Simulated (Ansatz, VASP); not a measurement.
# Te: VASP beside Ansatz, part 2 of 2

One calculation is typed for both programs; each brings its own data sets and cutoff. How far apart do they land?

VASP 6.6.1 and Ansatz 0.2.0.

So far: Set-up; VASP: band structure, HSE06.

## (3) Ansatz: band structure, HSE06

Level of this step: Ansatz beside VASP: Kohn-Sham DFT, plane waves, HSE06 (Ansatz).

Ansatz runs on its default PAW (the set named soft_2) files.

The same cell, functional, mesh and smearing now go to Ansatz, which takes its cutoff from its data sets.

The input, input.yaml:

```yaml
crystal:
  lattice:
    - [4.4572, 0.0, 0.0]
    - [-2.2286, 3.8600484297, 0.0]
    - [0.0, 0.0, 5.929]
  atoms:
    - { symbol: Te, position: [0.2633, 0.0, 0.3333333333] }
    - { symbol: Te, position: [0.0, 0.2633, 0.6666666667] }
    - { symbol: Te, position: [0.7367, 0.7367, 0.0] }
hamiltonian:
  xc: { exchange: pbe, correlation: pbe, exx: { coeff: 0.25, omega: 0.2 } }
  pseudopotentials: { kind: paw }
kpoints:
  mp_grid: { grid: [4, 4, 3] }
  band_path:
    path:
      - [0.0, 0.0, 0.0]
      - [0.4, 0.0, 0.0]
      - [0.4, 0.2, 0.0]
      - [0.2, 0.2, 0.0]
      - [0.0, 0.0, 0.1]
      - [0.0, 0.0, 0.5]
      - [0.4, 0.0, 0.5]
      - [0.4, 0.2, 0.5]
      - [0.36667, 0.26667, 0.5]
      - [0.33333, 0.33333, 0.5]
      - [0.2, 0.2, 0.5]
      - [0.5, 0.0, 0.4]
      - [0.33333, 0.33333, 0.0]
      - [0.33333, 0.33333, 0.5]
    npoints: 1
scf:
  occupations: { method: gaussian, width: 0.02 }
  n_extra_bands: 7
output:
  forces: true
  stress: true
  eigenvalues: true
```

The run is started by

```bash
> ansatz run input.yaml --threads 4 --pin off --max-ram 9216MiB --backend cpu --events-out ev --progress --plain --runs-dir out
```

Numbers of over 12 decimals in the logs are rounded to 6 here.

Output:

```text
Warning: output.stress: scf.convergence.dr2_threshold = 1e-7 eV (the SCF's general default) is looser than the 3e-10 eV advised for a printed stress (1e-10 eV for each atom of the cell: 3). What an SCF threshold leaves in a stress goes as its square root, and in the free energy as the threshold itself, and one threshold admits the most on a small cell: [figures from the program's tests cut] Set scf.convergence.dr2_threshold to 3e-10 eV or tighter. The threshold is an SCF's pass mark: one that does not reach it within its budget of iterations ends unconverged, or closes short of it on a stop that the run arms, and scf.convergence.dr2_threshold's page says what that costs each kind of run
Warning: output.stress: scf.exx.energy_threshold = 1e-6 eV is looser than the 3e-8 eV advised for a stress under a hybrid functional (1e-8 eV for each atom of the cell: 3). Every SCF of the exchange loop can meet its threshold on dr2 while the loop round them stops early: no threshold on dr2 bounds what that leaves in the stress. Set scf.exx.energy_threshold to 3e-8 eV or tighter. The threshold is the loop's pass mark: a loop that does not reach it within its budget of cycles ends unconverged, and scf.exx.energy_threshold's page has the law
scf.n_extra_bands = 7 over 24 filled bands (N_el = 48.0): the run solves 31 bands
Engine: ansatz 0.2.0, x86_64-unknown-linux-gnu
Pseudopotentials: kind: paw
Pseudopotential: Te, paw, valence charge 16, recommended cutoff 420 eV (normal), Te.paw.azcp
Functional definition: unnamed
  parameter a_1 = 0.25
  parameter omega_1 = 0.2/angstrom
  exchange = pbe_x + (-a_1)*pbe_x_sr(omega_1) + a_1*exact_x_sr(omega_1)
  correlation = pbe_c
Crystal: 3 atoms, lattice volume = 102.008 Å³
Basis set: ecut = 420 eV, 2017 PW (Γ), exchange–correlation on 60×60×80 points (8 copies of the dense FFT grid, shifted against one another)
Bands: 31, of which v1, the nominal top of the filled ones, is band 24 counted from 1 (23 counted from 0)
Symmetry: 6 space group operations
Space group: P3121 (ITA 152), of the structure as read, at distance tolerance 4.7e-5 Å
k-points: 9 of 48 (time reversal used)
Non-local potential: Te, projectors of the file, l = 0: 2, l = 1: 2, l = 2: 2, l = 3: 2
PAW form: soft (Blöchl's): semilocal exchange-correlation on the pseudo side does not see the compensation charge
PAW frozen core: Te, regenerated for the run's functional, and the local potential with it (the file was generated under x = pbe(κ = 0.804, μ = 0.219515), c = pbe(β = 0.066725))
PAW one-centre angular grid: Te, 590 points (default); XC on 64 Gauss nodes
Initial density: superposition of atomic densities (neutral atoms: chi_scale 0, normalization atom), corrected by the library's trained network
Initial wavefunctions: pseudopotential atomic-orbital guess
Functional: x = pbe(κ = 0.804, μ = 0.219515), c = pbe(β = 0.066725), warm-up for x = pbe(κ = 0.804, μ = 0.219515) + 0.25 (exact − pbe) at short range (hse, ω = 0.2 Å⁻¹), c = pbe(β = 0.066725)
SCF iter   1: F=—  HF=-20939.814017 eV  |F-HF|=—  |Δ(HF+E_count)|=         —  Δρ=1.33e-3  dr2=1.19e-3  ethr=1.77e-3  ⟨swp⟩=12.8  Hψ=1269  notcnv=0
preconditioner: auto → none  [insulator: Δε(μ)=0.907 eV  Ē_g=9.889 eV  σ=0.020 eV  W_gap=1.00  n_scr=22 (ndim 8)  ℏωp=15.6 eV  f_vac=0.028  D(μ)=0.00/eV (n_scr^D=0)]
SCF iter   2: F=—  HF=-20939.815641 eV  |F-HF|=—  |Δ(HF+E_count)|=   1.62e-3  Δρ=6.52e-4  dr2=2.23e-4  ethr=2.47e-6  ⟨swp⟩=5.7  Hψ=906  notcnv=0  defer=15
SCF iter   3: F=-20939.816063 eV  HF=-20939.815988 eV  |F-HF|=7.51e-5  |Δ(HF+E_count)|=   3.48e-4  Δρ=2.71e-4  dr2=3.88e-5  ethr=4.65e-7  ⟨swp⟩=3.7  Hψ=632  notcnv=0  defer=8
SCF 1 stopped early in 3 iterations: F = -20939.816063 eV  dr2 = 3.88e-5
  greatest PAW one-centre occupation: 0.998 electrons in one spin orbital (limit 2), on the Te atom at site 2 (counted from 0), in its partial waves of l = 2
Initial density: handed on by an earlier stage of this run
Initial wavefunctions: those handed on with the density
Functional: x = pbe(κ = 0.804, μ = 0.219515) + 0.25 (exact − pbe) at short range (hse, ω = 0.2 Å⁻¹), c = pbe(β = 0.066725)
Exchange kernel: α = 0.2500, screened, ω = 0.2000 Å⁻¹, Wigner–Seitz truncation, v(0) = 1121.4718 eV·Å³, q-mesh 4×4×3, nearest image of the exchange supercell L = 17.79 Å, pair-density grid 20×20×27, without the augmentation charges, whose exchange is taken in its separable form by FFT convolution over the k-point mesh (sized by the pseudopotential files, 27×27×40 at the most), smooth part of the exact exchange by density-matrix convolution
Frozen-core exchange: fock
SCF iter   1: F=—  HF=-20952.921141 eV  |F-HF|=—  |Δ(HF+E_count)|=         —  Δρ=4.02e-3  dr2=1.16e-2  ethr=8.09e-7  ⟨swp⟩=9.4  Hψ=1360  notcnv=0
preconditioner: auto → none  [insulator: Δε(μ)=1.369 eV  Ē_g=11.067 eV  σ=0.020 eV  W_gap=1.00  n_scr=22 (ndim 8)  ℏωp=15.6 eV  f_vac=0.026  D(μ)=0.00/eV (n_scr^D=0)]
SCF iter   2: F=—  HF=-20952.917702 eV  |F-HF|=—  |Δ(HF+E_count)|=   3.44e-3  Δρ=1.74e-3  dr2=3.31e-3  ethr=8.09e-7  ⟨swp⟩=4.0  Hψ=1044  notcnv=0
SCF iter   3: F=—  HF=-20952.928311 eV  |F-HF|=—  |Δ(HF+E_count)|=   1.06e-2  Δρ=1.00e-3  dr2=8.55e-4  ethr=8.09e-7  ⟨swp⟩=4.0  Hψ=902  notcnv=0
iter 4 solved again at ethr=1.93e-8 eV; its pass at ethr=8.09e-7 eV (dr2=9.25e-6 eV) is discarded
SCF iter   4: F=—  HF=-20952.928087 eV  |F-HF|=—  |Δ(HF+E_count)|=   2.24e-4  Δρ=1.11e-4  dr2=6.41e-5  ethr=1.93e-8  ⟨swp⟩=4.0  Hψ=1262  notcnv=0
eigensolver tolerance schedule: the retry pair's looser diagonalisation over-reported the residual by 0.15 of it (diagonalisation noise at 0.15 of the residual, at the tolerance the schedule requests for it); recorded, not acted on — ethr = c·dr2/N_el stays at c = 1.0e-1
SCF iter   5: F=—  HF=-20952.928390 eV  |F-HF|=—  |Δ(HF+E_count)|=   3.04e-4  Δρ=1.16e-4  dr2=1.30e-5  ethr=1.68e-8  ⟨swp⟩=4.1  Hψ=784  notcnv=0
SCF iter   6: F=-20952.928388 eV  HF=-20952.928388 eV  |F-HF|=3.00e-8  |Δ(HF+E_count)|=   2.47e-6  Δρ=7.54e-6  dr2=2.16e-6  ethr=1.68e-8  ⟨swp⟩=3.1  Hψ=533  notcnv=0
SCF 2 stopped early in 6 iterations: F = -20952.928388 eV  dr2 = 2.16e-6
  Residual-converged pass: ⟨swp⟩=4.0  Hψ=814  notcnv=0  max |occ|·‖R‖ = 6.0e-6 eV (tolerance 6.7e-6 eV)  dr2=2.16e-6  dr2_onsite=4.89e-9  max |Δocc| = 0.0e0
  greatest PAW one-centre occupation: 0.998 electrons in one spin orbital (limit 2), on the Te atom at site 1 (counted from 0), in its partial waves of l = 2
hybrid outer 1: dexx = +1.309e-2 eV, tail = 1.67e-4 eV
Exchange kernel: α = 0.2500, screened, ω = 0.2000 Å⁻¹, Wigner–Seitz truncation, v(0) = 1121.4718 eV·Å³, q-mesh 4×4×3, nearest image of the exchange supercell L = 17.79 Å, pair-density grid 20×20×27, without the augmentation charges, whose exchange is taken in its separable form by FFT convolution over the k-point mesh (sized by the pseudopotential files, 27×27×40 at the most), smooth part of the exact exchange by density-matrix convolution
Frozen-core exchange: fock
SCF iter   1: F=—  HF=-20952.928493 eV  |F-HF|=—  |Δ(HF+E_count)|=         —  Δρ=3.99e-5  dr2=1.73e-6  ethr=1.74e-6  ⟨swp⟩=4.3  Hψ=597  notcnv=0
preconditioner: auto → none  [insulator: Δε(μ)=1.419 eV  Ē_g=11.088 eV  σ=0.020 eV  W_gap=1.00  n_scr=22 (ndim 8)  ℏωp=15.6 eV  f_vac=0.026  D(μ)=0.00/eV (n_scr^D=0)]
SCF iter   2: F=—  HF=-20952.928495 eV  |F-HF|=—  |Δ(HF+E_count)|=   1.57e-6  Δρ=1.86e-5  dr2=3.42e-7  ethr=3.13e-9  ⟨swp⟩=4.3  Hψ=850  notcnv=0  defer=1
SCF iter   3: F=—  HF=-20952.928494 eV  |F-HF|=—  |Δ(HF+E_count)|=   6.35e-8  Δρ=7.68e-6  dr2=2.70e-8  ethr=4.87e-10  ⟨swp⟩=3.7  Hψ=569  notcnv=0  defer=1
SCF iter   4: F=-20952.928495 eV  HF=-20952.928495 eV  |F-HF|=1.21e-9  |Δ(HF+E_count)|=   8.75e-8  Δρ=1.64e-6  dr2=2.01e-9  ethr=4.27e-11  ⟨swp⟩=4.6  Hψ=812  notcnv=0  defer=6
SCF 3 converged in 4 iterations: F = -20952.928495 eV  dr2 = 2.01e-9
  Residual-converged pass: ⟨swp⟩=3.9  Hψ=719  notcnv=0  max |occ|·‖R‖ = 4.9e-7 eV (tolerance 5.4e-7 eV)  dr2=2.00e-9  dr2_onsite=4.47e-10  max |Δocc| = 0.0e0
hybrid outer 2: dexx = +1.598e-6 eV, tail = 3.02e-8 eV, Δε = 2.13e-3 eV (about 6.89e-5 eV left of the loop's levels), ΔF = 1.77e-3 eV/Å (tail 7.13e-4)
NSCF: frozen V_eff on 14 k-points
hybrid SCF converged: 2 outer / 10 inner (+3 warm-up), last move |dexx| = 1.60e-6 eV, tail = 3.02e-8 eV
Stability not checked: this state was not tested for a lower state beside it, because the functional holds exact exchange (a hybrid, or Hartree-Fock), whose exchange loop this test does not read (fock_operator; see scf.lower_state_search)
Free energy (F): -20952.928495 eV
Frozen-core exchange: fock
Harris-Foulkes:  -20952.928495 eV  (|F-HF|=1.21e-9)
Internal energy: -20952.928495 eV  (E = F + TS)
E sigma→0 (E₀):  -20952.928495 eV
Fermi energy:    8.782047 eV
--- Per-component energies (eV) ---
  E_band       = -902.303708
  E_kinetic    = 539.158828
  E_local      = -3840.449598  (includes V_loc(G=0)·N_el)
  E_nonlocal   = -935.567859
  E_hartree    = 2443.262493
  E_xc         = -299.768537
  E_vxc        = -250.664239  (∫ρ·V_xc dr)
  E_exx        = -135.798103  (= α·E_x^exact, valence–valence)
  E_paw        = -13936.324149  (= ΣΔE_a)
  E_vpaw       = -1029.710890  (= ΣTr[D̂ρ^β])
  E_aug_tail   = -0.000546  (compensation charges beyond the density's cutoff)
  E_ewald      = -4786.899832
  E_core_change = -0.541192  (= ΣΔE_core)
  E_smearing   = -0.000000  (= −TS)
  E_closure    = -0.000000  (closes the sum)
  Σ components = -20952.928495   (vs F -20952.928495, Δ=0.00e0)
--- Forces (eV/Å), atoms counted from 1 ---
  atom   1  Te    -0.13971654    -0.00000000    -0.00000000
  atom   2  Te     0.06985827    -0.12099808     0.00000000
  atom   3  Te     0.06985827     0.12099808     0.00000000
  max |Σ_I F_I| component: 2.31e-18 eV/Å
--- Stress (GPa, compression-positive) ---
        0.716669       0.000000      -0.000000
        0.000000       0.716669       0.000000
       -0.000000       0.000000      -0.281527
  P = ⅓ Tr σ = 0.3839 GPa (3.839 kbar)
--- Band table (eV; the first three rows and the last of 9) ---
  k-point 0: bands = [... 20 lower, 5.4081, 6.5182, 6.5182, 7.4821, 9.9549, 9.9549, 10.6487, 14.0009, ... 3 higher]
  k-point 1: bands = [... 20 lower, 5.6254, 6.7332, 6.9018, 7.3498, 9.4916, 9.5017, 9.8522, 13.2396, ... 3 higher]
  k-point 2: bands = [... 20 lower, 4.6638, 6.6971, 7.2407, 7.4382, 9.8243, 10.0603, 10.9368, 12.8589, ... 3 higher]
  k-point 8: bands = [... 20 lower, 3.9304, 5.7882, 7.3382, 8.0720, 9.6446, 10.6018, 11.6828, 13.8850, ... 3 higher]
```

Elapsed: 41 s, on 4 threads of Intel Xeon Platinum 8488C (Sapphire Rapids), shared host; peak memory 1 GiB.

## (4) Side by side

Known differences besides the PAW data sets themselves: exact exchange at q = 0 is treated differently, which shows on coarse meshes; VASP keeps PBE cores, Ansatz makes them for the functional; the data sets hold 48 valence electrons in Ansatz (default PAW (the set named soft_2) files) and 18 in VASP; the cutoff is 420 eV in Ansatz and 400 eV in VASP; VASP takes a coarser grid for exact exchange (PRECFOCK = Fast). Total energies have different zeros and are not compared.

Both answers:

| quantity | Ansatz | VASP | difference |
| --- | --- | --- | --- |
| gap over the path points (eV) | 0.636 | 0.590 | +0.046 |

Forces (eV/Å; atoms numbered as in POSCAR):

```csv
atom,"Ansatz x, y, z","VASP x, y, z"
Te1,"-0.140, 0.000, 0.000","-0.164, 0.000, 0.000"
Te2,"0.070, -0.121, 0.000","0.082, -0.142, 0.000"
Te3,"0.070, 0.121, 0.000","0.082, 0.142, 0.000"
```

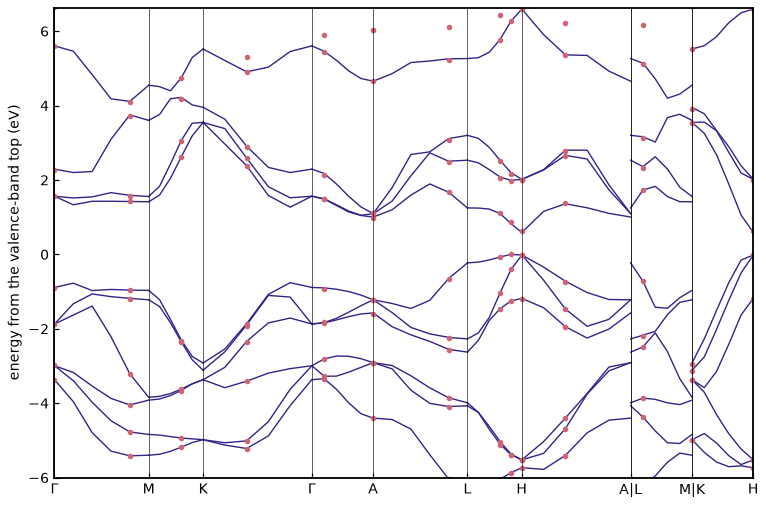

Bands from VASP (lines) and levels from Ansatz (dots). Dots without a line are higher empty bands that the VASP plot leaves out.

Levels at points of the path, from each program's valence-band top (eV; 4 filled, then empty):

```
k (reciprocal lattice)                                  Ansatz                                    VASP
     0.000 0.000 0.000  -2.98 -1.87 -1.87 -0.91 1.56 1.56 2.26  -2.99 -1.87 -1.87 -0.89 1.56 1.56 2.29
     0.400 0.000 0.000  -4.06 -3.22 -1.19 -0.97 1.42 1.58 3.73  -4.04 -3.21 -1.18 -0.96 1.42 1.59 3.75
     0.400 0.200 0.000  -3.67 -3.62 -2.35 -2.31 2.61 3.05 4.19  -3.65 -3.62 -2.35 -2.30 2.62 3.06 4.22
     0.200 0.200 0.000  -3.41 -2.34 -1.92 -1.86 2.38 2.60 2.88  -3.41 -2.34 -1.90 -1.86 2.38 2.59 2.91
     0.000 0.000 0.100  -2.81 -1.85 -1.83 -0.92 1.49 1.49 2.15  -2.81 -1.84 -1.83 -0.90 1.49 1.50 2.18
     0.000 0.000 0.500  -2.92 -1.59 -1.23 -1.23 0.98 1.11 1.11  -2.91 -1.57 -1.22 -1.22 1.00 1.10 1.10
     0.400 0.000 0.500  -3.85 -2.56 -2.24 -0.65 1.68 2.48 3.08  -3.85 -2.55 -2.23 -0.65 1.67 2.50 3.11
     0.400 0.200 0.500  -5.04 -1.47 -1.03 -0.07 1.12 2.06 2.50  -5.03 -1.46 -1.03 -0.07 1.10 2.08 2.53
     0.367 0.267 0.500   -5.38 -1.26 -0.41 0.00 0.86 1.96 2.17   -5.37 -1.25 -0.41 0.00 0.83 1.99 2.20
     0.333 0.333 0.500  -5.54 -1.19 -0.02 -0.02 0.64 1.99 1.99  -5.52 -1.18 -0.01 -0.01 0.59 2.02 2.02
```

The forces differ by 14 meV/Å r.m.s., which is 15.0 % of the r.m.s. force of 0.09 eV/Å (both taken over all components). Among the levels compared (up to four filled and three empty ones at each point), filled levels agree within 23 meV and empty ones within 46 meV.

## (5) Further runs

The difference is large enough to ask for its cause, so further runs change the set-up of one program at a time, as the table lists.

```
                                    run  r.m.s. force difference (meV/Å)
                               as above                               14
     cores kept as stored, as VASP does                               14
Ansatz's larger PAW set (cutoff 430 eV)                               14
```

## (6) Outcome

| Quantity | Value |
| --- | --- |
| r.m.s. force difference (band structure, HSE06) | 14 meV/Å |
| difference in gap over the path points (band structure, HSE06) | 0.046 eV |

The r.m.s. force difference is 14 meV/Å (band structure, HSE06), beyond the 12 meV/Å picked in this series as the mark of a large difference. For band structure, HSE06: no further run halves the r.m.s. force difference; only Ansatz's side was varied. 1 further run on this material is not shown. Differences of this kind measure data sets and numerical settings, not the functional's error against experiment.

[Lines on the potential files, build, host, timing and source positions are cut from VASP's logs without a mark.]

[Logs are printed without paths, hosts, clocks, repeated set-up lines and the standing remarks that a program may print on its own settings, such as how far it seeks lower states.]

[Hosts, paths, dates, database ids (printed as entryN), source tags and the programs' standing remarks are cut or masked in the printed files.]
